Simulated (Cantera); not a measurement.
A closed system holds: 1 mol AlN, 0.01 mol Cl₂, 0.05 mol H₂, held at 1498 K.

Method: chemical equilibrium by Gibbs-energy minimisation in Cantera with the NASA 1993 tables (ideal gas, pure condensed phases). Candidate condensed phases: Al, AlCl₃, AlN, NH₄Cl; 20 gas species. The tables' values for AlCl₂ are old estimates; treat these amounts as uncertain. Kinetics and transport are ignored.

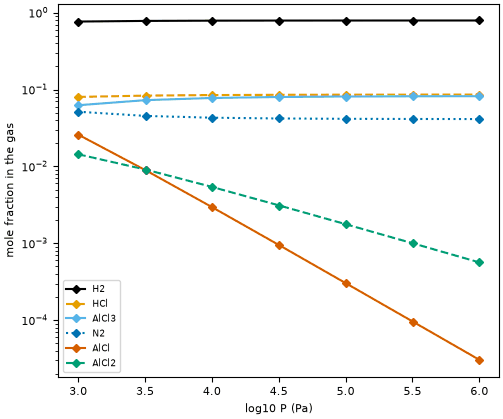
Figure: Equilibrium gas composition (values under 1e-9 drawn at 1e-9)

From 1000 Pa to 1000000 Pa the condensed part is AlN(s). The main Al-bearing gas is AlCl₃ throughout.
